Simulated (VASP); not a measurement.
Input:

```xyz
3
Lattice="0.0000 3.4699 3.4699 3.4699 0.0000 3.4699 3.4699 3.4699 0.0000" Properties=species:S:1:pos:R:3 pbc="T T T"
Sr     6.9397     3.4699     3.4699
Cl     1.7349     1.7349     1.7349
Cl     5.2048     5.2048     5.2048
```

Computed with vdW-DF-cx, VASP's PBE PAW potentials (set 64) (plane waves; VASP). Run with 520 eV cut-off, 6×6×6 Γ-centred mesh, tetrahedra with Blöchl corrections, potentials Sr_sv Cl.

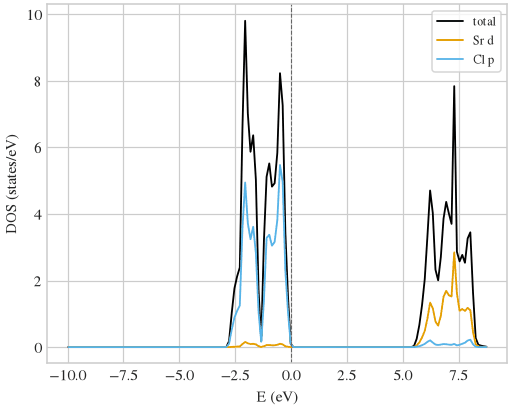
*Total and projected density of states, zero at the valence-band maximum*

Within 2 eV below the valence-band maximum the largest weight inside VASP's projection spheres is Cl p.

The gap is indirect, 5.37 eV, from the valence maximum at X to the conduction minimum at Γ.

The compound is SrCl2 in the fluorite structure. It was relaxed first.
